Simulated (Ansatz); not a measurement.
# O2 (triplet): one geometry, many settings at distance O1–O2 = 0.957 Å

What do other methods and options give for O2 (triplet) at this geometry, and how long do they take?

Program: Ansatz 0.2.0, Gaussian basis. Level of theory: the settings change from run to run. These are calculated values, not measurements.

24 further runs of the same task are left out: 4 for a known fault of the program, 18 that didn't finish, 2 set aside as unsound or not needed.

**1. The system**

The geometry derives from a PBE0/def2-TZVP stationary point (not a proven minimum). One bond is set to the value named and the two fragments are kept rigid.

2 atoms, charge 0, spin multiplicity 3.

Atoms are counted from 1 here; the program's logs count them from 0.

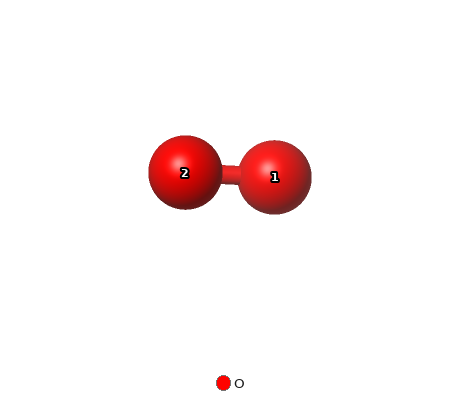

The geometry (oxygen red); atoms are numbered from 1 in the order of the file.

**2. BCCD/6-31G**

The input, in.yaml:

```yaml
crystal:
  periodic: [false, false, false]
  atoms:
    - {symbol: O, position_ang: [0.000000, 0.000000, 0.000000]}
    - {symbol: O, position_ang: [0.000000, 0.000000, 0.957000]}
basis:
  gaussian: {orbitals: 6-31G}
magnetization: {spin_polarized: true, initial_magnetization: 2}
hamiltonian: {xc: {name: PBE0}}
correlation: {method: bccd, electrons: valence}
```

Started as:

```console
$ ansatz run in.yaml --threads 1 --pin off --events-out ev --progress --plain --max-ram 2393MiB
```

Log:

```text
Functional definition: PBE0
  name "PBE0"
  cite "Adamo & Barone, J. Chem. Phys. 110, 6158 (1999) doi:10.1063/1.478522"
  cite "Perdew, Burke & Ernzerhof, Phys. Rev. Lett. 77, 3865 (1996) doi:10.1103/PhysRevLett.77.3865"
  parent pbe
  parameter a = 0.25
  parameter kappa = 0.804
  parameter beta = 0.06672455060314922
  exchange = (1 - a)*pbe_x(kappa = kappa, mu = beta*pi^2/3) + a*exact_x
  correlation = pbe_c(beta = beta)
157 factors; integrals over basis functions are off by at most 9.3e-5 eV
mean field evaluation 1: about -4078.4681 eV, gradient 1.2e1 eV
mean field evaluation 2: about -4078.4630 eV, gradient 1.2e1 eV
mean field evaluation 4: about -4079.0139 eV, gradient 7.2e-1 eV
mean field evaluation 8: about -4079.0129 eV, gradient 6.6e-4 eV
mean field evaluation 16: about -4079.0129 eV, gradient 7.0e-7 eV
mean field -4079.01291815 eV, -149.9009598876 hartree, gradient 7.0e-7 eV, S^2 2.004175; 0 other end points of the search recorded, 0 dependent functions left out
2 core orbitals not correlated: weight in the atoms' cores, before any rotation towards them, 1.000 or more for the frozen orbitals, at most 0.000 for the correlated occupied ones
reference -4064.29148968 eV, -149.3599573700 hartree; 7, 5 occupied and 9, 11 virtual orbitals, 157 factors
second order -4.98988814 eV of doubles, -0.08430209 eV of singles
cycle   1  -5.06497535 eV  change    8.4e-3 eV  update   3.2e-2
cycle   2  -5.15950592 eV  change   -9.5e-2 eV  update   9.9e-3
cycle   3  -5.17388062 eV  change   -1.4e-2 eV  update   3.0e-3
cycle   4  -5.17446463 eV  change   -5.8e-4 eV  update   7.1e-4
cycle   5  -5.17446737 eV  change   -2.7e-6 eV  update   1.9e-4
cycle   6  -5.17447199 eV  change   -4.6e-6 eV  update   3.8e-5
cycle   7  -5.17447496 eV  change   -3.0e-6 eV  update   6.7e-6
Total energy: -4069.46596464 eV, -149.5501158173 hartree
```

It took 0.58 s on 1 thread of Arm Neoverse V1, shared host.

From the report: ⟨S²⟩ of the determinant 2.004 (pure triplet: 2.00); correlation -5.1745 eV; largest double amplitude 0.07.

**3. CCSD/STO-3G**

The input, in.yaml:

```yaml
crystal:
  periodic: [false, false, false]
  atoms:
    - {symbol: O, position_ang: [0.000000, 0.000000, 0.000000]}
    - {symbol: O, position_ang: [0.000000, 0.000000, 0.957000]}
basis:
  gaussian: {orbitals: STO-3G}
magnetization: {spin_polarized: true, initial_magnetization: 2}
hamiltonian: {xc: {name: PBE}}
correlation: {method: ccsd, electrons: all}
```

Same command.

Log (excerpt; [...] marks lines left out):

```text
Functional definition: PBE
  name "PBE"
  cite "Perdew, Burke & Ernzerhof, Phys. Rev. Lett. 77, 3865 (1996) doi:10.1103/PhysRevLett.77.3865"
  parent pbe
[...]
143 factors; integrals over basis functions are off by at most 3.0e-6 eV
[...]
mean field -4021.54201254 eV, -147.7889430618 hartree, gradient 8.3e-8 eV, S^2 2.000330; 0 other end points of the search recorded, 0 dependent functions left out
reference -4009.51000271 eV, -147.3467748560 hartree; 9, 7 occupied and 1, 3 virtual orbitals, 143 factors
second order -1.28535849 eV of doubles, -0.03449649 eV of singles
cycle   1  -1.51783786 eV  change   -2.0e-1 eV  update   2.4e-2
[...]
cycle   6  -1.57040248 eV  change   -7.2e-6 eV  update   3.3e-6
Total energy: -4011.08040518 eV, -147.4044860825 hartree
```

It took 0.3 s on 1 thread of Arm Neoverse V1, shared host.

From the report: ⟨S²⟩ of the determinant 2.000 (pure triplet: 2.00); correlation -1.5704 eV; T1 0.004; largest double amplitude 0.10. The orbitals are Kohn-Sham ones, so correlation energy and T1 don't compare with those on Hartree-Fock orbitals.

**4. NEVPT4(SD)(4,3)/6-31G**

The input, in.yaml:

```yaml
crystal:
  periodic: [false, false, false]
  atoms:
    - {symbol: O, position_ang: [0.000000, 0.000000, 0.000000]}
    - {symbol: O, position_ang: [0.000000, 0.000000, 0.957000]}
basis:
  gaussian: {orbitals: 6-31G}
magnetization: {spin_polarized: false, initial_magnetization: 2}
correlation: {method: fic_nevpt4_sd, electrons: outside_noble_gas, active_space: {window: {electrons: 4, orbitals: 3}, states: [{multiplicity: 3, weights: [0.5, 1]}]}}
```

Launched as before.

Log:

```text
Functional definition: HF
  name "HF"
  cite "Fock, Z. Phys. 61, 126 (1930) doi:10.1007/BF01340294"
  parent pbe
  exchange = exact_x
  correlation = 0
266 factors; integrals over basis functions are off by at most 2.7e-8 eV
mean field evaluation 1: about -4063.5774 eV, gradient 1.4e1 eV
mean field evaluation 2: about -4063.6622 eV, gradient 1.4e1 eV
mean field evaluation 4: about -4064.1304 eV, gradient 9.9e-1 eV
mean field evaluation 8: about -4064.1308 eV, gradient 3.5e-4 eV
mean field -4064.13083616 eV, -149.3540534620 hartree, gradient 3.2e-6 eV, S^2 2.000000; 0 other end points of the search recorded, 0 dependent functions left out
reference -4064.13083616 eV, -149.3540534620 hartree; 9, 7 occupied and 9, 11 virtual orbitals, 266 factors
state -4064.07317207 eV, -149.3519343457 hartree
state -4053.13418344 eV, -148.9499339283 hartree
state -4064.07317207 eV, -149.3519343457 hartree; corrected -4069.49208001 eV, -149.5510755396 hartree
state -4053.13418344 eV, -148.9499339283 hartree; corrected -4057.01116914 eV, -149.0924105251 hartree
Total energy: -4061.17147277 eV, -149.2452988633 hartree
```

It took 0.47 s on 1 thread of Arm Neoverse V1, shared host.

From the report: 5 determinants; active occupations (of the averaged states) 1.67, 1.33, 1.00.

**5. NEVPT4(SD)(12,7)/6-31G**

The input, in.yaml:

```yaml
crystal:
  periodic: [false, false, false]
  atoms:
    - {symbol: O, position_ang: [0.000000, 0.000000, 0.000000]}
    - {symbol: O, position_ang: [0.000000, 0.000000, 0.957000]}
basis:
  gaussian: {orbitals: 6-31G}
magnetization: {spin_polarized: false, initial_magnetization: 2}
correlation: {method: fic_nevpt4_sd, electrons: outside_noble_gas, active_space: {window: {electrons: 12, orbitals: 7}, states: [{multiplicity: 3, weights: [1, 0.5]}], root: 0}}
```

Same command.

Log:

```text
Functional definition: HF
  name "HF"
  cite "Fock, Z. Phys. 61, 126 (1930) doi:10.1007/BF01340294"
  parent pbe
  exchange = exact_x
  correlation = 0
266 factors; integrals over basis functions are off by at most 2.7e-8 eV
mean field evaluation 1: about -4063.5774 eV, gradient 1.4e1 eV
mean field evaluation 2: about -4063.6622 eV, gradient 1.4e1 eV
mean field evaluation 4: about -4064.1304 eV, gradient 9.9e-1 eV
mean field evaluation 8: about -4064.1308 eV, gradient 3.5e-4 eV
mean field -4064.13083616 eV, -149.3540534620 hartree, gradient 3.2e-6 eV, S^2 2.000000; 0 other end points of the search recorded, 0 dependent functions left out
reference -4064.13083616 eV, -149.3540534620 hartree; 9, 7 occupied and 9, 11 virtual orbitals, 266 factors
state -4064.64566868 eV, -149.3729732080 hartree
state -4053.18872373 eV, -148.9519382469 hartree
state -4064.64566868 eV, -149.3729732080 hartree; corrected -4069.37597721 eV, -149.5468088405 hartree
state -4053.18872373 eV, -148.9519382469 hartree; corrected -4057.04378770 eV, -149.0936092350 hartree
Total energy: -4069.37597721 eV, -149.5468088405 hartree
```

It took 1.1 s on 1 thread of Arm Neoverse V1, shared host.

From the report: 4 determinants; active occupations (of the averaged states) 2.00, 2.00, 2.00, 1.82, 1.82, 1.18, 1.18.

**6. CCSDT(Q)/6-31G**

The input, in.yaml:

```yaml
crystal:
  periodic: [false, false, false]
  atoms:
    - {symbol: O, position_ang: [0.000000, 0.000000, 0.000000]}
    - {symbol: O, position_ang: [0.000000, 0.000000, 0.957000]}
basis:
  gaussian: {orbitals: 6-31G}
magnetization: {spin_polarized: true, initial_magnetization: 2}
hamiltonian: {xc: {name: PBE}}
correlation: {method: ccsdt_q, electrons: outside_noble_gas}
```

The command is unchanged.

Log (excerpt; [...] marks lines left out):

```text
Functional definition: PBE
  name "PBE"
  cite "Perdew, Burke & Ernzerhof, Phys. Rev. Lett. 77, 3865 (1996) doi:10.1103/PhysRevLett.77.3865"
  parent pbe
[...]
266 factors; integrals over basis functions are off by at most 2.7e-8 eV
[...]
mean field -4078.96402647 eV, -149.8991631515 hartree, gradient 4.2e-7 eV, S^2 2.001903; 0 other end points of the search recorded, 0 dependent functions left out
2 core orbitals not correlated: weight in the atoms' cores, before any rotation towards them, 1.000 or more for the frozen orbitals, at most 0.000 for the correlated occupied ones
reference -4064.19669919 eV, -149.3564738837 hartree; 7, 5 occupied and 9, 11 virtual orbitals, 266 factors
second order -5.03609785 eV of doubles, -0.14081608 eV of singles
cycle   1  -5.14279167 eV  change    3.3e-2 eV  update   3.7e-2
[...]
cycle  10  -5.33066143 eV  change    2.3e-7 eV  update   3.3e-7
perturbative correction -0.01752425 eV, -0.0006440042 hartree
Total energy: -4069.54488486 eV, -149.5530160821 hartree
```

Run time: 4.2 s. Hardware: 1 thread of Arm Neoverse V1, shared host.

From the report: ⟨S²⟩ of the determinant 2.002 (pure triplet: 2.00); correlation -5.3482 eV; T1 0.009; largest double amplitude 0.08. The orbitals are Kohn-Sham ones, so correlation energy and T1 don't compare with those on Hartree-Fock orbitals.

**7. NEVPT4(SD)(6,7)/6-31G**

The input, in.yaml:

```yaml
crystal:
  periodic: [false, false, false]
  atoms:
    - {symbol: O, position_ang: [0.000000, 0.000000, 0.000000]}
    - {symbol: O, position_ang: [0.000000, 0.000000, 0.957000]}
basis:
  gaussian: {orbitals: 6-31G}
magnetization: {spin_polarized: false, initial_magnetization: 2}
correlation: {method: fic_nevpt4_sd, electrons: outside_noble_gas, active_space: {window: {electrons: 6, orbitals: 7}}}
accuracy: high
scf: {lower_state_search: off}
```

Launched as before.

Log (excerpt; [...] marks lines left out):

```text
Functional definition: HF
  name "HF"
  cite "Fock, Z. Phys. 61, 126 (1930) doi:10.1007/BF01340294"
  parent pbe
[...]
283 factors; integrals over basis functions are off by at most 7.8e-9 eV
[...]
mean field -4064.13083622 eV, -149.3540534644 hartree, gradient 2.8e-8 eV, S^2 2.000000; 0 other end points of the search recorded, 0 dependent functions left out
reference -4064.13083622 eV, -149.3540534644 hartree; 9, 7 occupied and 9, 11 virtual orbitals, 283 factors
state -4065.60617432 eV, -149.4082711395 hartree
state -4065.60617432 eV, -149.4082711395 hartree; corrected -4069.48876270 eV, -149.5509536308 hartree
Total energy: -4069.48876270 eV, -149.5509536308 hartree
Checks for a lower state left out: stability, starts, cluster_reference, orbital_swaps, neighbouring_geometries, increment
```

It took 2.3 s on 1 thread of Arm Neoverse V1, shared host.

From the report: 152 determinants; active occupations 1.99, 1.98, 1.00, 1.00, 0.01, 0.01, 0.00.

**8. The runs in one table**

Where basis and cores are those of an earlier FCI/6-31G run (-4069.5725 eV), and the state is the same kind, the miss against it is given.

```csv
level,correlated,functions,energy (eV),from FCI (meV),time
BCCD/6-31G (on PBE0 orbitals),valence,18,-4069.4660,106.5,0.58 s
CCSD/STO-3G (on PBE orbitals),all,10,-4011.0804,,0.3 s
"NEVPT4(SD)(4,3)/6-31G (mean of several states)",outside noble gas,18,-4061.1715,,0.47 s
"NEVPT4(SD)(12,7)/6-31G (lowest root of an average)",outside noble gas,18,-4069.3760,,1.1 s
CCSDT(Q)/6-31G (on PBE orbitals),outside noble gas,18,-4069.5449,27.6,4.2 s
"NEVPT4(SD)(6,7)/6-31G",outside noble gas,18,-4069.4888,83.7,2.3 s
```

**9. Results**

| quantity | value |
| --- | --- |
| runs | 6 |
| quickest | CCSD/STO-3G (on PBE orbitals), 0.3 s |
| slowest | CCSDT(Q)/6-31G (on PBE orbitals), 4.2 s |

Total energies in different bases, with other cores or another treatment of relativity can't be set against each other. CCSDT(Q)/6-31G (on PBE orbitals) took 14 times as long as CCSD/STO-3G (on PBE orbitals); the jobs differ in more than the method. Among the correlated runs with a miss given, it spans +28 to +107 meV. Cores frozen from Kohn-Sham orbitals shift the total energy.
